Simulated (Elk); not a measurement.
Band structure of ZrN (Fm-3m, 2 atoms in the cell).

```
ZrN
1.0
    0.00000     2.28463     2.28463
    2.28463     0.00000     2.28463
    2.28463     2.28463     0.00000
Zr N
1 1
Direct
  0.50000   0.50000   0.50000
  0.00000   0.00000   0.00000
```

Method of the run: PBEsol, all-electron FP-LAPW, Elk's shipped species files, APW+lo basis with extra local orbitals in Elk.

Settings: xctype = 22; rgkmax = 8; stype = 3; swidth = 0.00183747 Ha; ngridk = 8 8 8; gmaxvr = 16 1/bohr; nxlo = 2; lorbcnd = true; rmtscf = 0.92; lmaxi = 3.

The starting cell comes from a database of computed structures (which also holds hypothetical and non-ambient phases and stackings), without a prior relaxation at this level. Its lattice was rescaled by a random factor within 2.5 % of one. Values depend on the basis (sphere radii, cutoffs, local orbitals), which need not be converged.

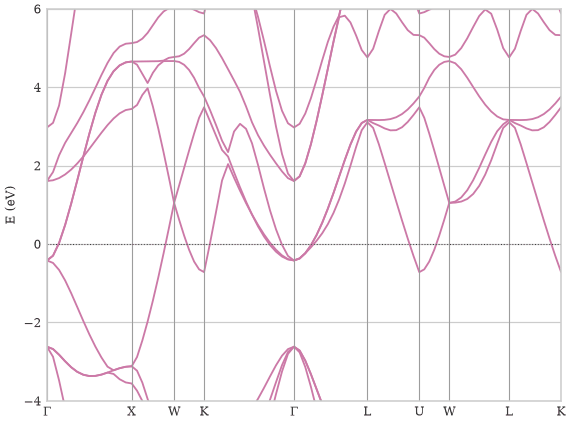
Bands along the path, energies from the Fermi level.

Levels in eV from the Fermi level, bands 5 to 12:
| point | 5 | 6 | 7 | 8 | 9 | 10 | 11 | 12 |
|---|---|---|---|---|---|---|---|---|
| Γ | -16.23 | -2.62 | -2.62 | -2.62 | -0.42 | -0.42 | -0.42 | 1.61 |
| X | -15.70 | -4.52 | -3.56 | -3.12 | -3.12 | 3.45 | 4.66 | 4.66 |
| W | -15.06 | -5.45 | -4.73 | -4.73 | 1.05 | 1.05 | 4.67 | 4.77 |
| K | -15.11 | -5.52 | -4.71 | -4.45 | -0.72 | 3.49 | 3.76 | 5.33 |
| L | -13.93 | -7.73 | -5.72 | -5.72 | 3.11 | 3.17 | 3.17 | 4.76 |
| U | -15.11 | -5.52 | -4.71 | -4.45 | -0.72 | 3.49 | 3.76 | 5.33 |

Bands cross the Fermi level along this path, so the cell is metallic at this level.
